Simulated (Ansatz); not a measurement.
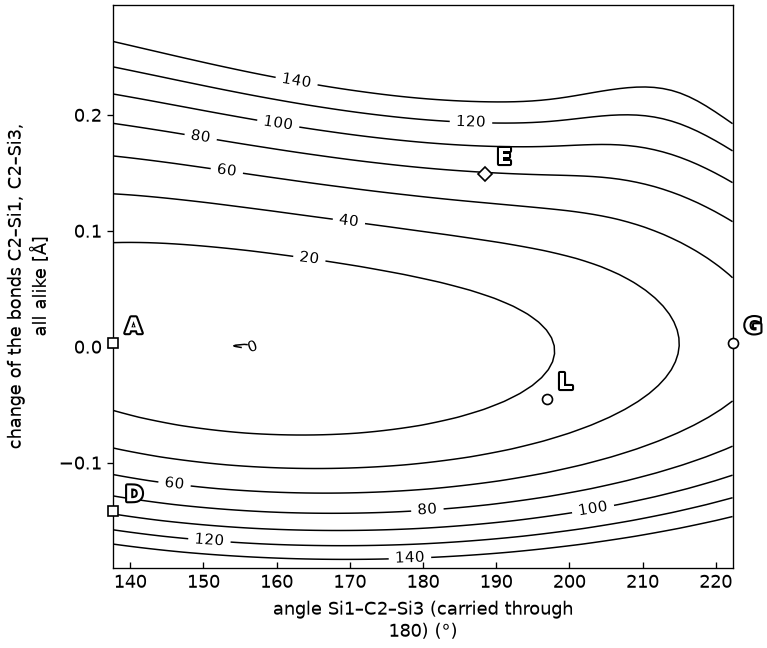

CH₄Si₂, SMILES [SiH]#C[SiH3]. First axis: angle Si1–C2–Si3 (carried through 180). Second axis: change of the bonds C2–Si1, C2–Si3, all alike. Nothing is relaxed (all other coordinates rigid). Grid: 11 × 11 points. Points are written as (first, second). All energies are given in kJ/mol relative to the lowest grid point. The restricted reference is unstable at some or all points, so the energies there are unreliable. Method: Ansatz 0.2.0, RHF-MP2, frozen core/def2-TZVP.

In the figure: contour lines labelled in kJ/mol (none above 140), lettered points. Between grid points the surface is interpolated.

Q: Is A the lowest point of the computed grid?

A: No. A lies 4.7 kJ/mol above the lowest grid point, which is at (154.6°, 0.003 Å).

Q: Rank the lettered points by energy, lowest first.

A: A (4.7 kJ/mol), L (25 kJ/mol), G (51 kJ/mol), E (79 kJ/mol), D (97 kJ/mol).
